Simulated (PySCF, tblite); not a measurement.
# C₃H₃F₂Si radical: geometry, infrared bands and EPR parameters

Aim: predict the infrared bands and EPR parameters of C₃H₃F₂Si radical (`F[C](F)C#C[SiH3]`).

Programs: tblite 0.8.0 and PySCF 2.14.0, with density-fitted response routines of our own. Each step states its level of theory. These are calculated values for one molecule in the gas phase, unless marked as measured. Atoms are numbered from 0 throughout.

## 1. The molecule as given

9 atoms, charge 0, multiplicity 2; geometry from: force field or distance geometry start.

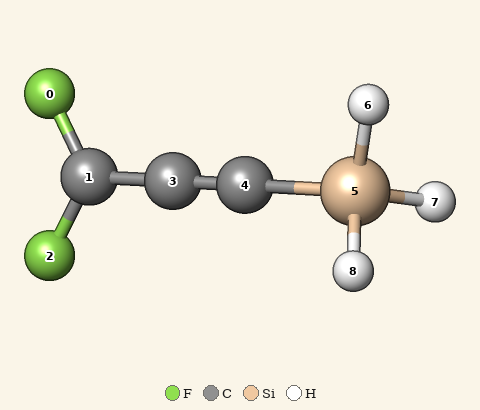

As it starts; fluorine green, carbon grey, silicon light orange, hydrogen white, atoms numbered; sticks join atoms by distance.

## 2. Optimising the geometry with GFN2-xTB

The job: settings as JSON, then the geometry in Å.

```
{"job": {"kind": "relax", "xc": "GFN2-xTB", "basis": "xTB"}, "charge": 0, "multiplicity": 2}
F      3.170600     1.078100     0.016900
C      2.419100     0.022000    -0.368200
F      3.008700    -1.040100    -0.967400
C      1.031100     0.015000    -0.116700
C     -0.151400    -0.002900     0.111800
Si    -1.990300    -0.015400     0.431900
H     -2.481900     1.370000     0.650800
H     -2.282200    -0.817800     1.647100
H     -2.710000    -0.602900    -0.717500
```

Run with:

```console
$ OMP_NUM_THREADS=1 python probes_run.py task.json out
```

One launch serves the whole session: the jobs run in the order shown.

Output:

```text
step      E/eV     max force
  0    -517.35764    3.895
  1    -517.33752    5.268
  2    -517.51422    0.965
  3    -517.54424    0.756
  4    -517.56512    0.764
  5    -517.57323    0.306
  6    -517.57557    0.174
  7    -517.57748    0.145
  8    -517.57912    0.175
  9    -517.58051    0.117
 10    -517.58152    0.127
 11    -517.58224    0.103
 12    -517.58275    0.065
 13    -517.58314    0.055
 14    -517.58338    0.046
 15    -517.58347    0.026
 16    -517.58348    0.008
```

Run time: 0.06 s. Hardware: 1 thread of Arm Neoverse V2, shared host.

Step by step: (the energy doesn't fall at every step)

| step | energy from step 0 (eV) | largest force (eV/Å) |
| --- | --- | --- |
| 0 | 0.0000 | 3.8951 |
| 1 | 0.0201 | 5.2677 |
| 2 | -0.1566 | 0.9646 |
| 3 | -0.1866 | 0.7557 |
| 4 | -0.2075 | 0.7636 |
| 5 | -0.2156 | 0.3059 |
| 6 | -0.2179 | 0.1740 |
| 7 | -0.2198 | 0.1453 |
| 8 | -0.2215 | 0.1750 |
| 9 | -0.2229 | 0.1170 |
| 10 | -0.2239 | 0.1270 |
| 11 | -0.2246 | 0.1029 |
| 12 | -0.2251 | 0.0649 |
| 13 | -0.2255 | 0.0551 |
| 14 | -0.2257 | 0.0457 |
| 15 | -0.2258 | 0.0265 |
| 16 | -0.2258 | 0.0077 |

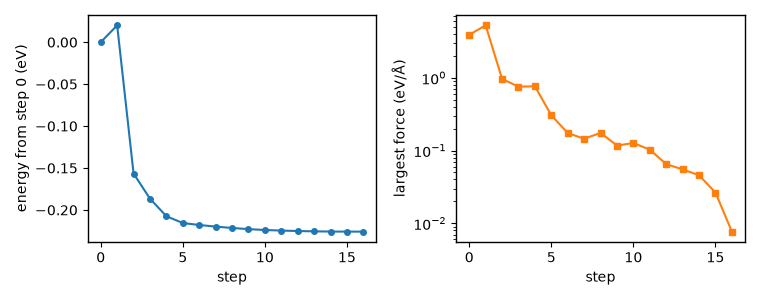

Energy and largest force along the relaxation.

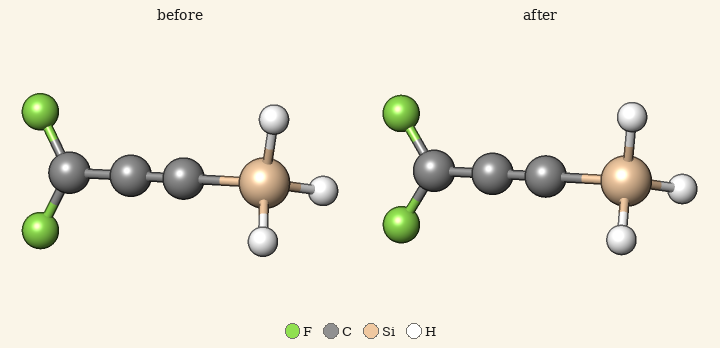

Before and after, at one scale.

Close pairs (by a distance rule), those that changed most:

| bond | before (Å) | after (Å) | change (Å) |
| --- | --- | --- | --- |
| C1–C3 | 1.411 | 1.347 | -0.064 |
| C3–C4 | 1.205 | 1.229 | +0.025 |
| Si5–H6 | 1.486 | 1.462 | -0.024 |
| C1–F2 | 1.355 | 1.331 | -0.023 |
| C4–Si5 | 1.867 | 1.844 | -0.022 |
| F0–C1 | 1.352 | 1.331 | -0.021 |
| Si5–H7 | 1.485 | 1.465 | -0.020 |
| Si5–H8 | 1.478 | 1.463 | -0.015 |

The final coordinates are the input of the step that follows.

## 3. Infrared spectrum with GFN2-xTB

The job: settings as JSON, then the geometry in Å.

```
{"job": {"kind": "ir", "xc": "GFN2-xTB", "basis": "xTB"}, "charge": 0, "multiplicity": 2}
F      3.162620     1.013404    -0.018101
C      2.342142     0.017766    -0.345281
F      3.008490    -0.969606    -0.939172
C      1.016530     0.010257    -0.107654
C     -0.194444     0.008853     0.103556
Si    -2.007542    -0.015201     0.440182
H     -2.417096     1.373732     0.643432
H     -2.242021    -0.822008     1.640338
H     -2.655118    -0.611203    -0.728607
```

Output:

```text
mode    cm-1     km/mol
  1     -13.3      0.11
  2      87.4      0.02
  3      89.1      0.20
  4     200.8      1.93
  5     253.7     12.70
  6     323.6      2.33
  7     357.4     28.82
  8     510.9      0.14
  9     516.1     75.86
 10     537.7     83.36
 11     553.2      8.07
 12     765.8    198.52
 13     776.5    400.75
 14     780.0    303.24
 15     909.8      3.44
 16    1165.7    279.27
 17    1448.3    464.89
 18    2122.3      0.07
 19    2248.0    336.57
 20    2269.8    322.48
 21    2280.3    175.41
```

Wall time 0.14 s (1 thread of Arm Neoverse V2, shared host).

Which atoms move in the most intense modes:

| cm⁻¹ | km/mol | atoms |
| --- | --- | --- |
| 766 | 198.5 | H6 53 %, H8 41 % |
| 776 | 400.8 | H7 43 %, H6 39 %, H8 11 % |
| 780 | 303.2 | H7 49 %, H8 42 % |
| 1166 | 279.3 | C1 70 %, F0 15 %, F2 15 % |
| 1448 | 464.9 | C1 69 %, C4 19 % |
| 2248 | 336.6 | H7 89 % |
| 2270 | 322.5 | H8 80 %, H6 12 % |
| 2280 | 175.4 | H6 83 %, H8 11 % |

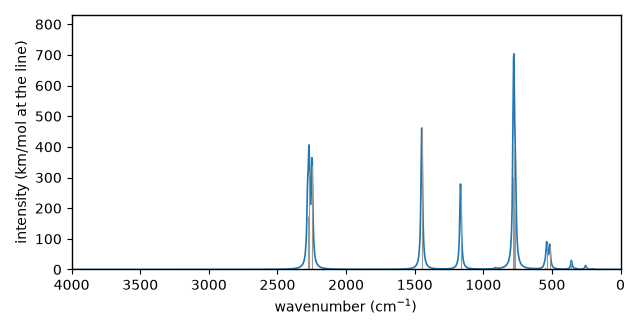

The infrared spectrum from these modes, unscaled. Lines are broadened to a width of 14 cm⁻¹ (Lorentzian).

## 4. g tensor and hyperfine couplings: B3LYP/pcH-1

Same as in step 3 but for these lines:

```diff
@@ -1,2 +1,2 @@
-{"job": {"kind": "ir", "xc": "GFN2-xTB", "basis": "xTB"}, "charge": 0, "multiplicity": 2}
+{"job": {"kind": "epr", "basis": "pcH-1"}, "charge": 0, "multiplicity": 2}
 F      3.162620     1.013404    -0.018101
```

With the program's defaults for keys left out, this is: UKS B3LYP, pcH-1 on C F H Si, non-relativistic, mean-field spin-orbit, GIAO.

Output:

```text
UKS, coarse grid
  cycle   1  E = -605.09292834  |g| = 5.53e-01
  cycle   2  E = -604.80389830  |g| = 9.98e-01
  cycle   3  E = -605.19072486  |g| = 1.92e-01
  cycle   4  E = -605.20671866  |g| = 8.15e-02
  cycle   5  E = -605.21023909  |g| = 1.48e-02
  cycle   6  E = -605.21038783  |g| = 5.26e-03
  cycle   7  E = -605.21042715  |g| = 2.81e-03
  cycle   8  E = -605.21043490  |g| = 1.58e-03
  cycle   9  E = -605.21043818  |g| = 4.55e-04
UKS, final grid
  cycle   1  E = -605.21041984  |g| = 3.31e-04
  cycle   2  E = -605.21042002  |g| = 3.51e-04
  cycle   3  E = -605.21042011  |g| = 1.46e-04
  cycle   4  E = -605.21042018  |g| = 1.03e-04
  cycle   5  E = -605.21042020  |g| = 3.80e-05
  cycle   6  E = -605.21042020  |g| = 1.10e-05
E = -605.21042020 Eh   <S^2> = 0.7681 (exact 0.7500)
g shifts (ppm)      1          2          3
  rmc          -210       -210       -210
  gc             -4         42         44
  oz_so        -169       2017       2353
  total        -383       1849       2187
hyperfine (MHz)  atom isotope    a_iso     a_fc   dipolar eigenvalues
    0   19F     101.29     100.57   -188.95   -153.41    342.36
    1   13C      70.33      70.27    -64.67    -64.34    129.01
    2   19F     101.29     100.57   -188.98   -153.44    342.42
    3   13C     -68.81     -68.82    -20.31     -1.66     21.97
    4   13C      43.52      43.61    -44.15    -33.93     78.08
    5  29Si      24.54      24.58     -1.47     -0.48      1.95
    6    1H       6.57       6.57     -1.97     -1.69      3.66
    7    1H      46.95      46.95     -2.17     -0.99      3.16
    8    1H      20.06      20.06     -2.02     -1.49      3.51
```

Wall time 26 s (1 thread of Arm Neoverse V2, shared host); peak memory 0.69 GiB.

Principal g values 2.00194, 2.00417, 2.00451; g(iso) = 2.00354, against 2.00232 for a free electron.

Mean a(iso) over the nuclei that a row names, and the largest dipolar term of the row (other rows stand at the frozen geometry):

| nuclei | isotope | a(iso) (MHz) | a(iso) (G, at g = 2.0023) | largest dipolar term (MHz) |
| --- | --- | --- | --- | --- |
| F0, F2 | 19F | 101.3 | 36.1 | 342.4 |
| C1 | 13C | 70.3 | 25.1 | 129.0 |
| C3 | 13C | -68.8 | -24.6 | 22.0 |
| C4 | 13C | 43.5 | 15.5 | 78.1 |
| Si5 | 29Si | 24.5 | 8.8 | 2.0 |
| H6, H7, H8 | 1H | 24.5 | 8.8 | 3.7 |

Mulliken spin populations:

| atom | value (e) |
| --- | --- |
| F0 | 0.04 |
| C1 | 0.59 |
| F2 | 0.04 |
| C3 | -0.24 |
| C4 | 0.56 |
| Si5 | -0.03 |
| H6 | 0.00 |
| H7 | 0.02 |
| H8 | 0.01 |

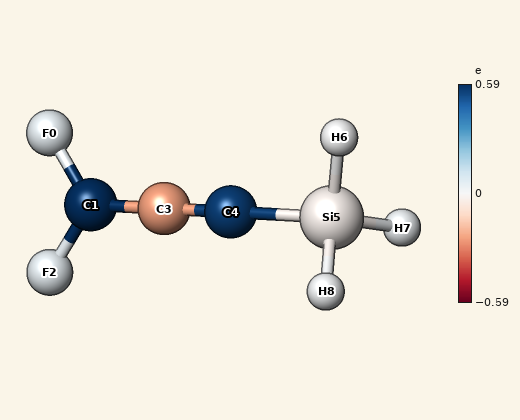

Mulliken spin populations, as colours on the atoms.

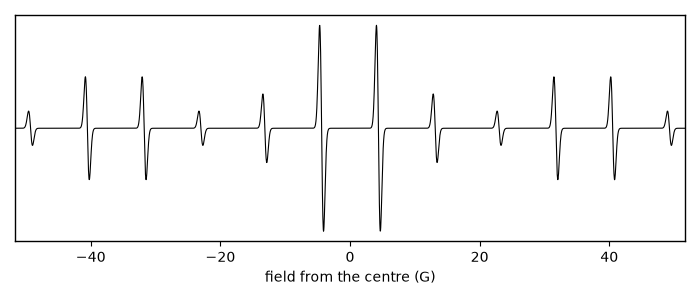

First-order isotropic spectrum (first derivative, main isotopes with spin only, couplings over 0.8 MHz, Gaussian width 0.3 G; couplings of the frozen geometry, rotation of groups not averaged beyond the rows shown).

The fields below are evaluated on a grid from the run's orbitals.

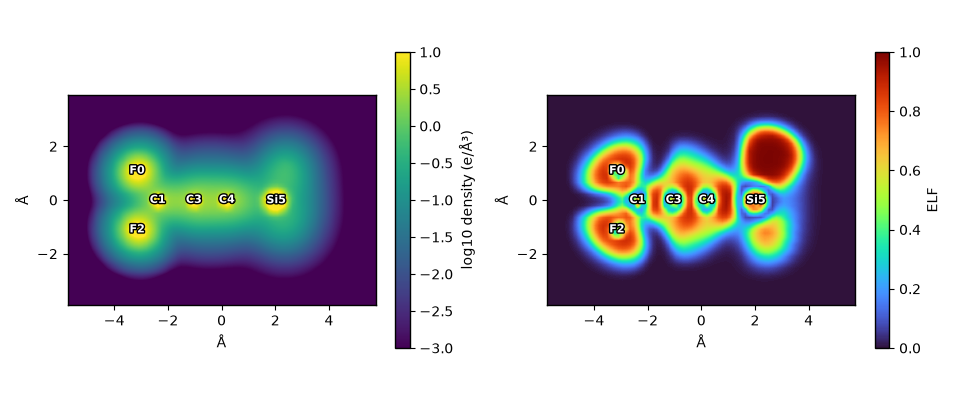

Density (left) and ELF (right) in a plane through or near 6 of the atoms.

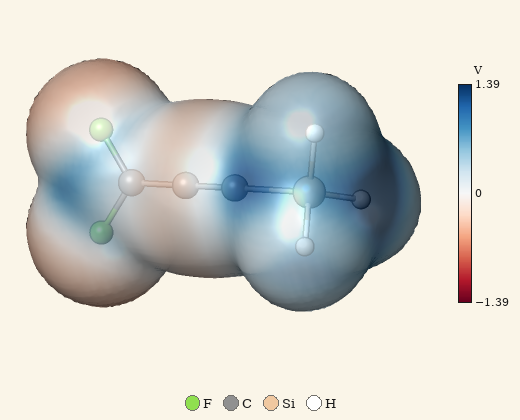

The potential that a unit positive charge feels on the 0.002 e/bohr³ surface, from -0.42 V near F2 to 1.39 V near H8.

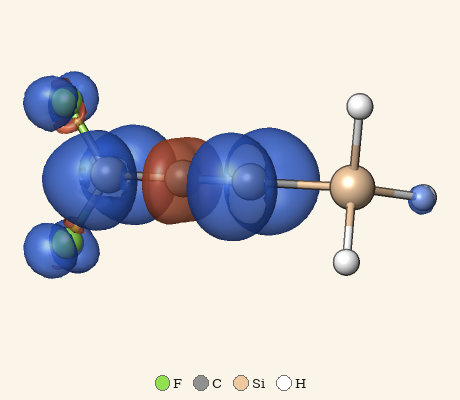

Spin density at ±0.03 e/Å³ (alpha excess blue, beta excess red).

## 5. Results

```
                                 quantity                     value
strongest single infrared mode (GFN2-xTB)     1448 cm⁻¹, 465 km/mol
             zero-point energy (GFN2-xTB)             26.0 kcal/mol
                           g(iso) (B3LYP)                   2.00354
                                     ⟨S²⟩        0.768 (exact 0.75)
       largest a(iso) (averaged by class)  19F on F0, F2, 101.3 MHz
    surface potential, least and greatest        -0.42 V and 1.39 V
```

What this shows: The optimisation took 16 steps and gained 0.226 eV; among the close pairs (by a distance rule), C1–C3 changed most, from 1.411 to 1.347 Å. The lowest mode is slightly imaginary (13i cm⁻¹), a soft motion within the noise of the Hessian, so the minimum is not strictly shown. The strongest single mode, at 1448 cm⁻¹, moves mainly C1. Unscaled tight-binding wavenumbers are off by several per cent, some by more. Its intensities can rank the bands wrongly. The largest spin populations lie on C1 (0.59 e), C4 (0.56 e). The isotropic g lies 1.2 ppt above the free-electron value.
